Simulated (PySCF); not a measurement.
# C4H9NSi: what the fields show

Input file:

```
{"job": {"kind": "nmr", "xc": "PBE0", "basis": "pcSseg-1"}, "charge": 0, "multiplicity": 1}
C      2.509967     0.293092     0.285198
C      1.066319    -0.033999     0.302808
N      0.246746     0.311975     1.230358
Si    -1.152730    -0.472272     0.451432
C     -2.529967     0.677185    -0.145517
C      0.323175    -0.807682    -0.746878
H      2.781520     0.848406     1.178913
H      3.096173    -0.623868     0.229435
H      2.740320     0.886653    -0.599426
H     -1.644732    -1.652382     1.157097
H     -2.136823     1.536618    -0.679021
H     -3.098357     1.044189     0.701814
H     -3.216319     0.154119    -0.802585
H      0.679676    -1.828448    -0.863491
H      0.330618    -0.325596    -1.722048
```

Launched as:

```sh
OMP_NUM_THREADS=1 python probes_run.py task.json out
```

Geometry: GFN2-xTB.

Level of theory: PySCF 2.14.0, PBE0/pcSseg-1, SCF density, gas phase, non-relativistic.

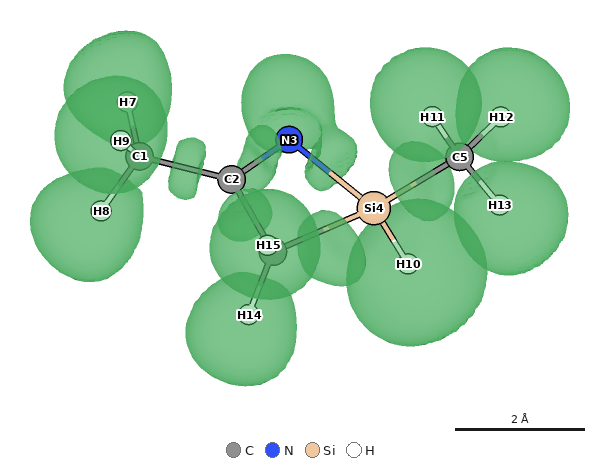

Figure 1. Isosurface of the ELF at 0.8 (green), seen across its widest extent. Only the valence region is drawn (cores and ρ < 0.01 e/Å³ removed).

**Where are the electrons localised?**

At this value the surface marks out two regions between bonded C–C atoms (shared pairs), one region between bonded C–N atoms (shared pairs), two regions between bonded C–Si atoms (shared pairs), nine regions around hydrogen nuclei and one region on N in which the atom's valence shell and bonds are merged. Along the contacts the grid gives the following. C–N (1.29 Å): the ELF peaks at about 0.90 between the atoms; localised, covalent bonding. C–C (1.48 Å): the ELF peaks at about 0.95 between the atoms: localised, covalent bonding.

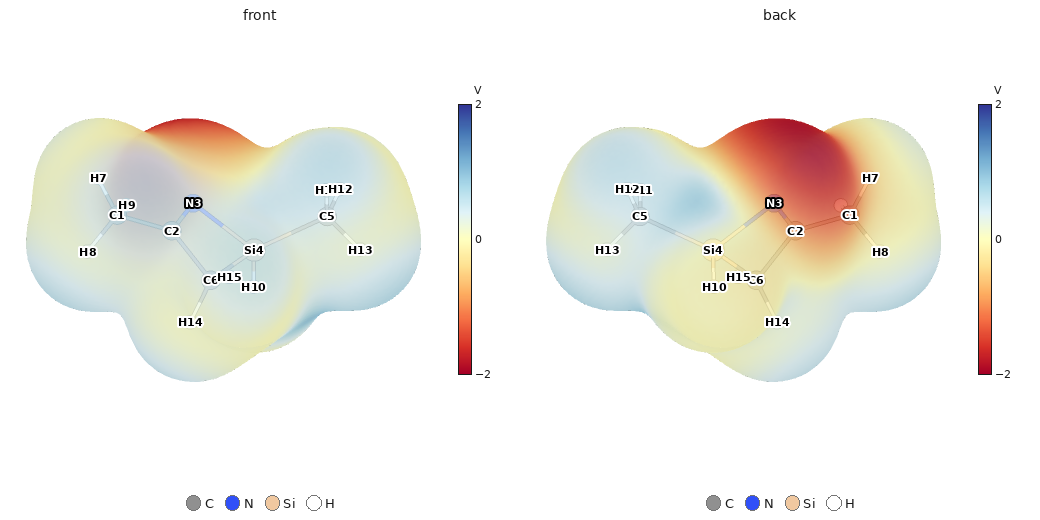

Figure 2. The electrostatic potential painted on the density surface at 0.001 e/bohr³, seen from the front and from behind; the colour scale runs from red (negative) to blue (positive).

**Describe the electrostatic potential map.**

The most negative region (about −2.0 V) lies over N3, the most positive (about +0.9 V) over Si4. N3 is the likeliest acceptor of a hydrogen bond.

**How polar is the molecule by this calculation?**

Its dipole moment is 2.15 D.
